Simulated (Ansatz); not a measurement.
```
Na Zr
1.0
     3.65366    0.00000    0.00000
     0.00000    3.65366    0.00000
     0.00000    0.00000    3.65366
Na Zr
1 1
Direct
  0.50000 0.50000 0.50000
  0.00000 0.00000 0.00000
```

Space group Pm-3m; a structure generated by program, which may or may not match a known phase; computed without spin polarisation.

These are results of Ansatz, DFT PBE, scalar-relativistic, plane waves, PAW, not measurements.

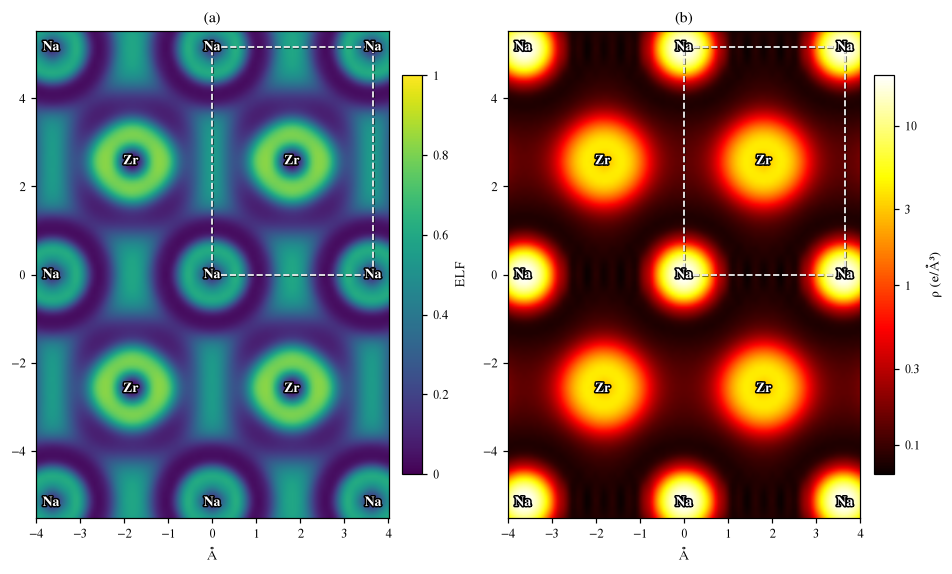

NaZr. (a) electron localisation function; (b) valence charge density (pseudo) on the (011) plane of the conventional cell.

The density is the valence pseudo-density of a PAW calculation; it isn't the true density close to the nuclei.

Describe what can be read from this map.

Atoms in the plane: Na and Zr. Na–Zr (3.16 Å): ρ is about 0.09 e/Å³ halfway, with its minimum of 0.08 e/Å³ about 1.3 Å from Na; the ELF is about 0.15 at the midpoint: no localised pair shows between them. Between the atoms the lowest density in this plane is 0.07 e/Å³. The features right at Na and Zr lie inside the PAW spheres, where the map follows smoothed inner orbitals and isn't to be read closely.
